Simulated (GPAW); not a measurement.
Solvation calculation, with input and output: SiPH3Cl (part 1 of 2)

The run: solvation calculation of SiPH3Cl, multiplicity 2, SMILES [PH][SiH2]Cl. Method and program: RPBE/dzp, UKS, scalar-relativistic datasets, continuum, electrostatics alone, water's cavity solvent dichloromethane (GPAW 26.7.0).

The geometry comes from this level: GFN2-xTB. Figures and captions count atoms from 1; the log counts them from 0 in places.

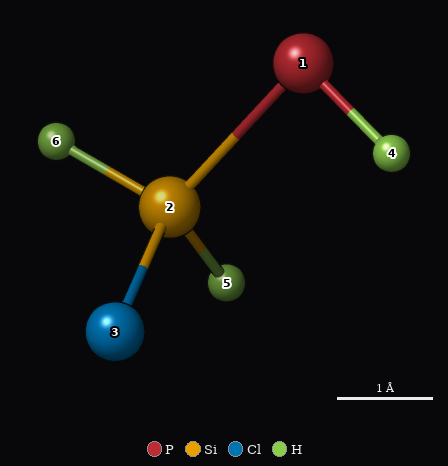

Figure 1. The input geometry (ball-and-stick view, seen at a tilt; atoms are numbered from 1 in the order of the input).

Input file (calc.py)
```python
import numpy as np
from ase.io import read
from ase.units import Debye, kcal, mol
from gpaw import GPAW
from gpaw.solvation import EffectivePotentialCavity, GradientSurface, LinearDielectric, Power12Potential, SolvationGPAW

# Structure
atoms = read('clh3psi.xyz')
atoms.center(vacuum=5.0)
atoms.set_initial_magnetic_moments([0.333333, 0.333333, 0.333333, 0.0, 0.0, 0.0])

# Ground state
calc = GPAW(mode='lcao',
            basis='dzp',
            h=0.18,
            xc='RPBE',
            occupations={'name': 'fermi-dirac', 'width': 0.0, 'fixmagmom': True},
            convergence={'energy': 0.001, 'density': 0.001, 'eigenstates': 1e-06},
            maxiter=80,
            symmetry='off',
            legacy_gpaw=True,
            txt='-')
atoms.calc = calc
e_gas = atoms.get_potential_energy()
mu_gas = np.linalg.norm(atoms.get_dipole_moment()) / Debye

# Dielectric constant of dichloromethane; cavity of the water model, electrostatics alone
solvent = dict(cavity=EffectivePotentialCavity(effective_potential=Power12Potential(atomic_radii={'H': 1.09}, u0=0.18),
                                               temperature=298.15, surface_calculator=GradientSurface()),
               dielectric=LinearDielectric(epsinf=8.93),
               interactions=[])
calc = SolvationGPAW(mode='lcao',
                     basis='dzp',
                     h=0.18,
                     xc='RPBE',
                     occupations={'name': 'fermi-dirac', 'width': 0.0, 'fixmagmom': True},
                     convergence={'energy': 0.001, 'density': 0.001, 'eigenstates': 1e-06},
                     maxiter=80,
                     symmetry='off',
                     txt='-',
                     **solvent)
atoms.calc = calc
e_sol = atoms.get_potential_energy()
mu_sol = np.linalg.norm(atoms.get_dipole_moment()) / Debye
dg = (e_sol - e_gas) / (kcal / mol)
print(f'Electrostatic solvation energy: {dg:.2f} kcal/mol')
print(f'Dipole {mu_gas:.3f} D in gas, {mu_sol:.3f} D in solution')
```

File clh3psi.xyz
```
6

P     -1.339730    -1.164950    -0.165130
Si     0.470670     0.053950     0.283950
Cl    -0.004750     2.023370     0.399910
H     -1.621900    -0.494180    -1.352200
H      1.500480    -0.061210    -0.748210
H      0.995240    -0.356970     1.581680
```

Run as:
```bash
python calc.py > calc.log
```

What the program printed
```
___ ___ ___ _ _ _
 |   |   |_  | | | |
 | | | | | . | | | |
 |__ |  _|___|_____|  26.7.0
 |___|_|

units:  Angstrom and eV
cores:  1
OpenMP: False

Versions:
  Python: 3.12.14
  ASE:    3.29.0
  Numpy:  2.5.5
  Scipy:  1.18.1
  Libxc:  7.0.0

        _gpaw.cpython-312-aarch64-linux-gnu.so

Input parameters:
  basis: dzp
  convergence: {density: 0.001,
                eigenstates: 1e-06,
                energy: 0.001}
  h: 0.18
  maxiter: 80
  mode: lcao
  occupations: {fixmagmom: True,
                name: fermi-dirac,
                width: 0.0}
  symmetry: off
  xc: RPBE

System changes: positions, numbers, cell, pbc, initial_charges, initial_magmoms

Initialize ...

species:
  P:
    name:    Phosphorus
    Z:       15.0
    valence: 5
    core:    10
    charge:  0.0  # [|e|]
    file:    P.RPBE.gz
    compensation charges:
      type: gauss
      rc: 0.30  # [Å]
      lmax: 2
    cutoffs:
      filter: 1.69  # [Å]
      core: 1.81  # [Å]
    projectors
    | kind |    occ | energy [eV] | rcut [Å] |
    |------|--------|-------------|----------|
    |   3s |  2.000 |     -13.955 |    0.953 |
    |   3p |  3.000 |      -5.495 |    0.953 |
    |    s |        |      13.257 |    0.953 |
    |    p |        |      21.717 |    0.953 |
    |    d |        |       0.000 |    0.953 |

    LCAO basis set for P:
      Name: dzp
      File: P.dzp.basis.gz
      Number of radial functions: 5
      Number of spherical harmonics: 13
        l=0, rc=6.0938 Bohr: 3s-sz confined orbital
        l=1, rc=7.7031 Bohr: 3p-sz confined orbital
        l=0, rc=3.4375 Bohr: 3s-dz split-valence wave
        l=1, rc=4.4688 Bohr: 3p-dz split-valence wave
        l=2, rc=7.7031 Bohr: d-type Gaussian polarization
      Number of RI-basis functions 0

  Si:
    name:    Silicon
    Z:       14.0
    valence: 4
    core:    10
    charge:  0.0  # [|e|]
    file:    Si.RPBE.gz
    compensation charges:
      type: gauss
      rc: 0.33  # [Å]
      lmax: 2
    cutoffs:
      filter: 1.86  # [Å]
      core: 2.06  # [Å]
    projectors
    | kind |    occ | energy [eV] | rcut [Å] |
    |------|--------|-------------|----------|
    |   3s |  2.000 |     -10.793 |    1.058 |
    |   3p |  2.000 |      -4.075 |    1.058 |
    |    s |        |      16.418 |    1.058 |
    |    p |        |      23.136 |    1.058 |
    |    d |        |       0.000 |    1.058 |

    LCAO basis set for Si:
      Name: dzp
      File: Si.dzp.basis.gz
      Number of radial functions: 5
      Number of spherical harmonics: 13
        l=0, rc=6.8594 Bohr: 3s-sz confined orbital
        l=1, rc=9.0625 Bohr: 3p-sz confined orbital
        l=0, rc=3.8906 Bohr: 3s-dz split-valence wave
        l=1, rc=5.2344 Bohr: 3p-dz split-valence wave
        l=2, rc=9.0625 Bohr: d-type Gaussian polarization
      Number of RI-basis functions 0

  Cl:
    name:    Chlorine
    Z:       17.0
    valence: 7
    core:    10
    charge:  0.0  # [|e|]
    file:    Cl.RPBE.gz
    compensation charges:
      type: gauss
      rc: 0.25  # [Å]
      lmax: 2
    cutoffs:
      filter: 1.40  # [Å]
      core: 1.49  # [Å]
    projectors
    | kind |    occ | energy [eV] | rcut [Å] |
    |------|--------|-------------|----------|
    |   3s |  2.000 |     -20.687 |    0.794 |
    |   3p |  5.000 |      -8.572 |    0.794 |
    |    s |        |       6.524 |    0.794 |
    |    p |        |      18.639 |    0.794 |
    |    d |        |       0.000 |    0.794 |

    LCAO basis set for Cl:
      Name: dzp
      File: Cl.dzp.basis.gz
      Number of radial functions: 5
      Number of spherical harmonics: 13
        l=0, rc=5.1719 Bohr: 3s-sz confined orbital
        l=1, rc=6.2656 Bohr: 3p-sz confined orbital
        l=0, rc=2.8281 Bohr: 3s-dz split-valence wave
        l=1, rc=3.5156 Bohr: 3p-dz split-valence wave
        l=2, rc=6.2656 Bohr: d-type Gaussian polarization
      Number of RI-basis functions 0

  H:
    name:    Hydrogen
    Z:       1.0
    valence: 1
    core:    0
    charge:  0.0  # [|e|]
    file:    H.RPBE.gz
    compensation charges:
      type: gauss
      rc: 0.15  # [Å]
      lmax: 2
    cutoffs:
      filter: 0.85  # [Å]
      core: 0.53  # [Å]
    projectors
    | kind |    occ | energy [eV] | rcut [Å] |
    |------|--------|-------------|----------|
    |   1s |  1.000 |      -6.572 |    0.476 |
    |    s |        |      20.639 |    0.476 |
    |    p |        |       0.000 |    0.476 |

    LCAO basis set for H:
      Name: dzp
      File: H.dzp.basis.gz
      Number of radial functions: 3
      Number of spherical harmonics: 5
        l=0, rc=6.4219 Bohr: 1s-sz confined orbital
        l=0, rc=3.6094 Bohr: 1s-dz split-valence wave
        l=1, rc=6.4219 Bohr: p-type Gaussian polarization
      Number of RI-basis functions 0

Reference energy: -29793.165840  # eV

Spin-polarized calculation.
Initial magnetic moment: 0.999999

Convergence criteria:
 Maximum [total energy] change in last 3 cyles: 0.001 eV / valence electron
 Maximum integral of absolute [dens]ity change: 0.001 electrons / valence electron
 Maximum integral of absolute [eigenst]ate change: 1e-06 eV^2 / valence electron
 Maximum number of scf [iter]ations: 80
 (Square brackets indicate name in SCF output, whereas a 'c' in
 the SCF output indicates the quantity has converged.)

Symmetries present (total): 1

  ( 1  0  0)
  ( 0  1  0)
  ( 0  0  1)

1 k-point (Gamma)
1 k-point in the irreducible part of the Brillouin zone
       k-points in crystal coordinates                weights
   0:     0.00000000    0.00000000    0.00000000          1/1

Wave functions: LCAO
  Diagonalizer: Serial LAPACK
  Atomic Correction: dense with blas
  Data-type: float

Occupation numbers: Fixed magnetic moment: 1.000
# Zero width

Eigensolver
   LCAO using direct dense diagonalizer

Densities:
  Coarse grid: 72*72*72 grid
  Fine grid: 144*144*144 grid
  Total Charge: 0.000000

Density mixing:
  Method: fullspin
  Backend: msr1
  Linear mixing parameter: 0.05
  old densities: 10
  Width of damping distribution: 1.1
  Damping of long wavelength oscillations: 1  # (no daming)

Hamiltonian:
  XC and Coulomb potentials evaluated on a 144*144*144 grid
  Using the RPBE Exchange-Correlation functional
  Interpolation: tri-quintic (5. degree polynomial)
  Poisson solver: FastPoissonSolver using
    Stencil: 6*3+1=19 point O(h^6) finite-difference Laplacian
    FFT axes: []
    FST axes: [np.int64(0), np.int64(1), np.int64(2)]

XC parameters: RPBE with 2 nearest neighbor stencil

Memory estimate:
  Process memory now: 431.04 MiB
  Calculator: 247.14 MiB
    Density: 160.96 MiB
      Arrays: 97.43 MiB
      Localized functions: 8.92 MiB
      Mixer: 54.61 MiB
    Hamiltonian: 73.07 MiB
      Arrays: 72.39 MiB
      XC: 0.00 MiB
      Poisson: 0.00 MiB
      vbar: 0.68 MiB
    Wavefunctions: 13.11 MiB
      C [qnM]: 0.01 MiB
      S, T [2 x qmm]: 0.04 MiB
      P [aqMi]: 0.00 MiB
      BasisFunctions: 13.06 MiB
      Eigensolver: 0.00 MiB

Total number of cores used: 1

Number of atoms: 6
Number of atomic orbitals: 54
Number of bands in calculation: 15
Number of valence electrons: 19
Bands to converge: occupied

... initialized

Initializing position-dependent things.

Density initialized from atomic densities
         .-------------------------------.
        /|                               |
       / |                               |
      /  |                               |
     /   |                               |
    /    |                               |
   /     |                               |
  /      |                               |
 *       |                               |
 |       |                               |
 |       |                               |
 |       |            CH                 |
 |       |            Si                 |
 |       |       P       H               |
 |       |       H                       |
 |       |                               |
 |       .-------------------------------.
 |      /                               /
 |     /                               /
 |    /                               /
 |   /                               /
 |  /                               /
 | /                               /
 |/                               /
 *-------------------------------*

Atomic positions and initial magnetic moments

Positions:
   0 P      5.282170    5.000000    6.187070    ( 0.0000,  0.0000,  0.3333)
   1 Si     7.092570    6.218900    6.636150    ( 0.0000,  0.0000,  0.3333)
   2 Cl     6.617150    8.188320    6.752110    ( 0.0000,  0.0000,  0.3333)
   3 H      5.000000    5.670770    5.000000    ( 0.0000,  0.0000,  0.0000)
   4 H      8.122380    6.103740    5.603990    ( 0.0000,  0.0000,  0.0000)
   5 H      7.617140    5.807980    7.933880    ( 0.0000,  0.0000,  0.0000)

Unit cell:
           periodic     x           y           z      points  spacing
  1. axis:    no    13.122380    0.000000    0.000000    72     0.1823
  2. axis:    no     0.000000   13.188320    0.000000    72     0.1832
  3. axis:    no     0.000000    0.000000   12.933880    72     0.1796

  Lengths:  13.122380  13.188320  12.933880
  Angles:   90.000000  90.000000  90.000000

Effective grid spacing dv^(1/3) = 0.1817

iter:   1 00:00:04   -21.419138        c          +0.9988
iter:   2 00:00:05   -21.355112        c -0.77    +0.9988
iter:   3 00:00:07   -21.049029        c -0.79    +0.9998
iter:   4 00:00:08   -21.062440        c -1.61    +0.9999
iter:   5 00:00:10   -21.066952c       c -1.97    +1.0000
iter:   6 00:00:11   -21.066981c       c -2.52    +1.0000
iter:   7 00:00:12   -21.067007c       c -2.93    +1.0000
iter:   8 00:00:14   -21.067008c       c -3.46c   +1.0000

Converged after 8 iterations.

Dipole moment: (0.042006, -0.109704, -0.092451) |e|*Ang

Total magnetic moment: (0.000000, 0.000000, 1.000000)
Local magnetic moments:
   0 P  ( 0.000000,  0.000000,  0.337523)
   1 Si ( 0.000000,  0.000000, -0.003528)
   2 Cl ( 0.000000,  0.000000,  0.013577)
   3 H  ( 0.000000,  0.000000, -0.006615)
   4 H  ( 0.000000,  0.000000,  0.006037)
   5 H  ( 0.000000,  0.000000, -0.000425)

Energy contributions relative to reference atoms: (reference = -29793.165840)

Kinetic:        +36.911653
Potential:      -35.529020
External:        +0.000000
XC:             -22.447698
Entropy (-ST):   +0.000000
Local:           -0.001942
SIC:             +0.000000
--------------------------
Free energy:    -21.067008
Extrapolated:   -21.067008

Spin contamination: 0.034469 electrons
                   Up                     Down
 Band  Eigenvalues  Occupancy  Eigenvalues  Occupancy
    0    -20.57544    1.00000    -20.54536    1.00000
    1    -15.92732    1.00000    -15.31644    1.00000
    2    -12.87294    1.00000    -12.74087    1.00000
    3     -9.66844    1.00000     -9.59492    1.00000
    4     -9.47554    1.00000     -9.38831    1.00000
    5     -8.77131    1.00000     -8.65117    1.00000
    6     -7.98132    1.00000     -7.82851    1.00000
    7     -7.33611    1.00000     -7.31196    1.00000
    8     -6.63301    1.00000     -6.38623    1.00000
    9     -6.02172    1.00000     -4.31146    0.00000
   10     -0.29547    0.00000     -0.16392    0.00000
   11      0.12577    0.00000      0.32784    0.00000
   12      0.59071    0.00000      0.82302    0.00000
   13      1.35234    0.00000      1.41251    0.00000
   14      1.69634    0.00000      1.86186    0.00000

Fermi levels: -6.02172, -4.31146

  ___ ___ ___ _ _ _
 |   |   |_  | | | |
 | | | | | . | | | |
 |__ |  _|___|_____|  26.7.0
 |___|_|

units:  Angstrom and eV
cores:  1
OpenMP: False

Versions:
  Python: 3.12.14
  ASE:    3.29.0
  Numpy:  2.5.5
  Scipy:  1.18.1
  Libxc:  7.0.0

        _gpaw.cpython-312-aarch64-linux-gnu.so

Input parameters:
  basis: dzp
  convergence: {density: 0.001,
                eigenstates: 1e-06,
                energy: 0.001}
  h: 0.18
  maxiter: 80
  mode: lcao
  occupations: {fixmagmom: True,
                name: fermi-dirac,
                width: 0.0}
  symmetry: off
  xc: RPBE

Implicit solvation parameters:
Cavity:  EffectivePotentialCavity
  Surface Calculator: GradientSurface with 3 nn
  Volume Calculator: None
  EffectivePotentialCavity
    Potential: Power12Potential
      u0: 0.18eV
      pbc_cutoff: 1e-06
      tiny: 1e-10
    temperature: 298.15K
Dielectric:
  Type: LinearDielectric
  Solvent dielectric constant: 8.93

Timing:                              incl.     excl.
```
